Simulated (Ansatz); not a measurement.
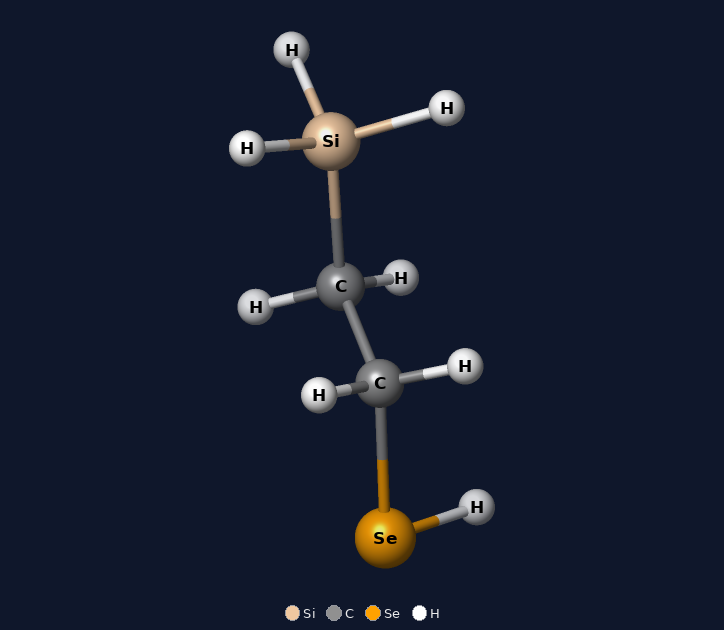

A ball-and-stick model of a molecule. Every bond is drawn as one stick, whatever its order.

Computed geometry: PBE0-D4/def2-TZVP optimisation. No frequency run is at hand to confirm it as a minimum.

Describe the molecule.

It has 12 atoms: 2 carbon, 8 hydrogen, 1 selenium and 1 silicon (C2H8SeSi). As SMILES it reads `[SiH3]CC[SeH]`. It has no ring. Among its groups: Si–H bond. The point group is C1. Coordination: 1 Si tetrahedral; 2 C tetrahedral; 1 Se bent.

The parts below concern this one geometry. Atoms keep their numbers from picture to picture.

**Shape**

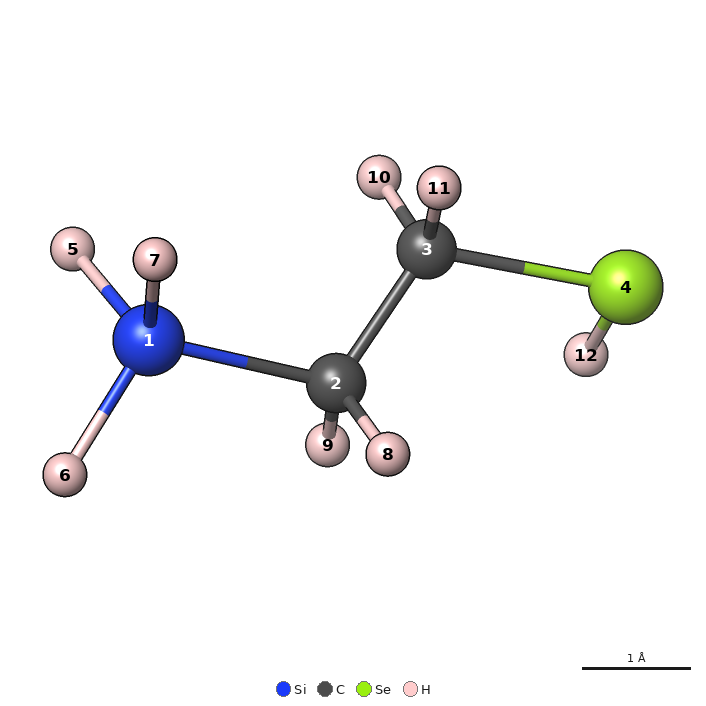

No frequency run is at hand to confirm it as a minimum.

Give the bond lengths.

```tsv
bond	length (Å)	order
Si1–C2	1.884	single
Si1–H5	1.488	single
Si1–H6	1.487	single
Si1–H7	1.488	single
C2–C3	1.515	single
C2–H8	1.094	single
C2–H9	1.095	single
C3–Se4	1.962	single
C3–H10	1.090	single
C3–H11	1.092	single
Se4–H12	1.469	single
```

**Levels of theory compared**

No frequency run is at hand to confirm it as a minimum. Program: Ansatz 0.2.0.

At this fixed geometry, give HOMO–LUMO gap (eV) at these levels: B3LYP-D4/def2-TZVPP; PBE-D4/def2-TZVPP; PBE0-D4/def2-TZVPP; r2SCAN-D4/def2-TZVPP; ωB97M-V/def2-TZVPP; ωB97X-V/def2-TZVPP.

| level | HOMO–LUMO gap (eV) |
| --- | --- |
| B3LYP-D4/def2-TZVPP | 5.96 |
| PBE-D4/def2-TZVPP | 4.42 |
| PBE0-D4/def2-TZVPP | 6.45 |
| r2SCAN-D4/def2-TZVPP | 4.96 |
| ωB97M-V/def2-TZVPP | 10.41 |
| ωB97X-V/def2-TZVPP | 10.81 |

**Dipole moment**

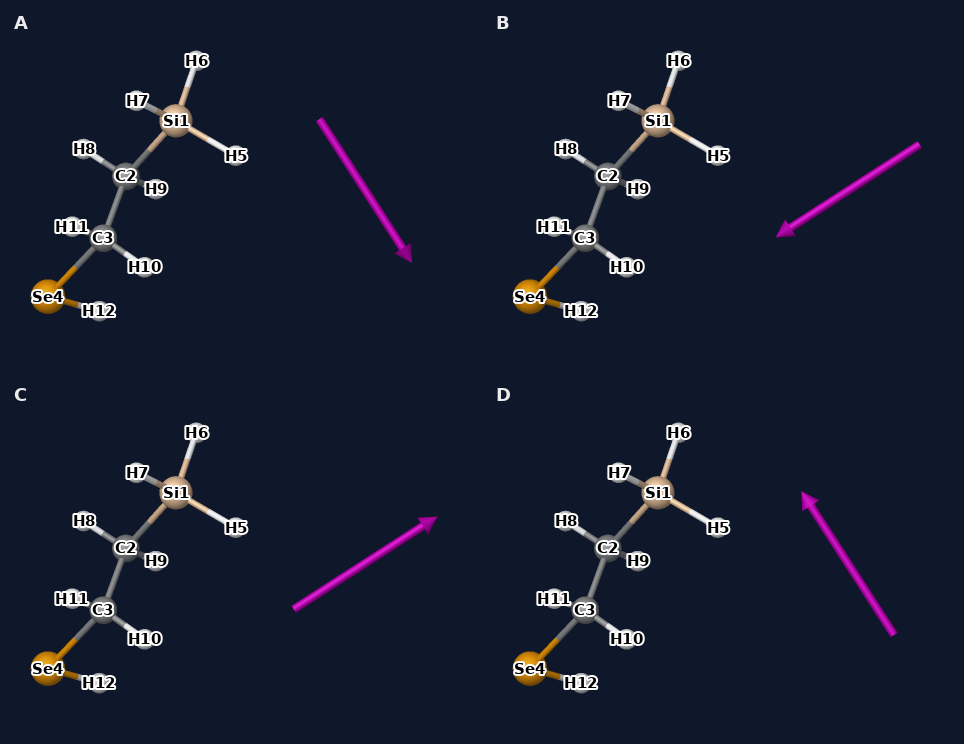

The same molecule four times, each with an arrow. No frequency run is at hand to confirm it as a minimum. Level of theory: RKS B3LYP-D4/def2-TZVPP (Ansatz 0.2.0).

**Which arrow points along the dipole moment, from the negative to the positive end?**

C. The dipole moment is 0.94 D; it points from the side of Se4 to the side of H6 (the outermost atoms at the two ends).

**Charges**

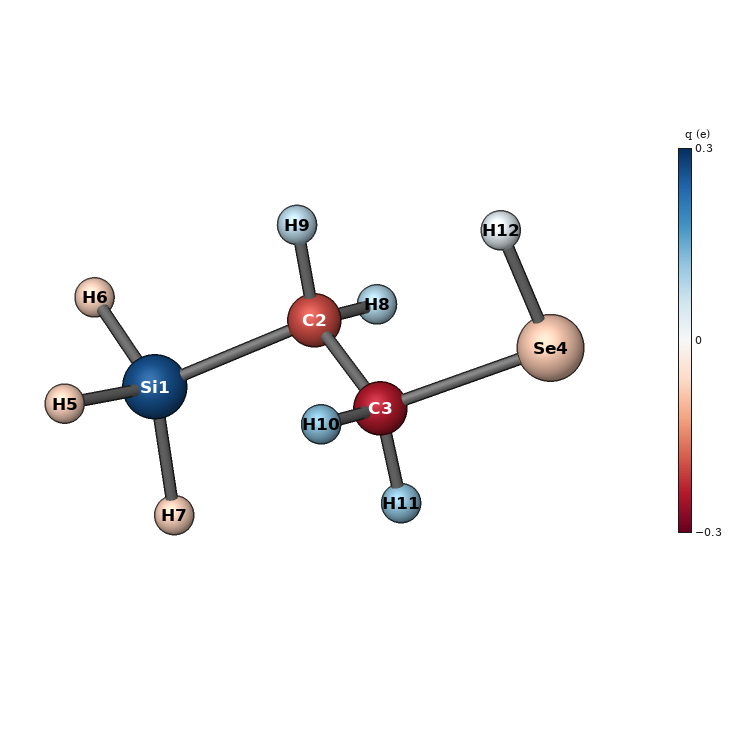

Atoms are coloured by their Mulliken charges. No frequency run is at hand to confirm it as a minimum. Properties computed with RKS B3LYP-D4/def2-TZVPP (Ansatz 0.2.0).

**Which atom carries the highest charge (most positive or least negative)?**

Si1 (0.26 e).

**And the lowest?**

C3 (−0.24 e).

Give the Mulliken charges atom by atom.

```
atom  value (e)
 Si1       0.26
  C2      −0.19
  C3      −0.24
 Se4      −0.08
  H5      −0.07
  H6      −0.07
  H7      −0.07
  H8       0.09
  H9       0.08
 H10       0.13
 H11       0.12
 H12       0.03
```

Mulliken values depend strongly on the basis set and can even reverse the polarity of a bond.
